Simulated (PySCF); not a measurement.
SMILES O[Si](O)O[Si](O)(O)O (H₅O₆Si₂), doublet at its B3LYP/def2-SVP optimised geometry (Å):

```
13

O     -3.4905    -1.9827     2.2863
Si    -2.2388    -0.8878     2.4043
O     -2.8824     0.5935     1.9283
O     -1.0104    -1.1627     1.3368
Si    -0.3673    -0.4037     0.0000
O     -0.8805     1.1636     0.0000
O     -0.8596    -1.3082    -1.2858
O      1.2833    -0.4037     0.0000
H     -3.2951    -2.8949     2.5371
H     -3.7449     0.8365     2.2893
H     -1.6950     1.3082     0.5127
H     -0.3445    -1.1984    -2.0935
H      1.6950     0.3534     0.4329
```

Calculation: unrestricted B3LYP/def2-TZVP (PySCF). Cells within 0.4 Å of a nucleus heavier than hydrogen are left out (blank, or x).

Map of the Laplacian of the electron density (e/bohr⁵) on the plane z = 1.2 Å:

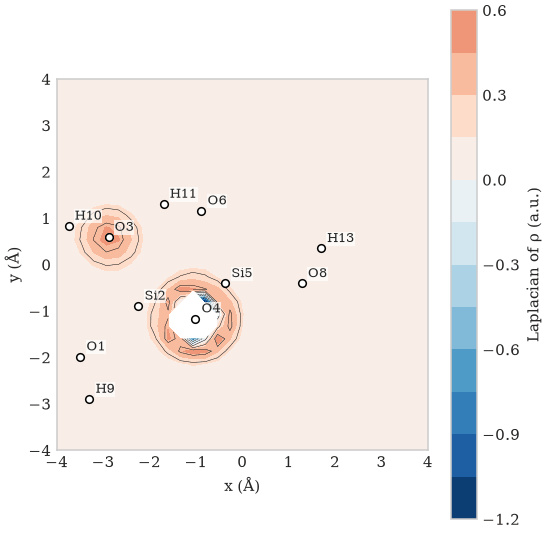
Figure. Laplacian of the electron density (e/bohr⁵) on the plane z = 1.2 Å.
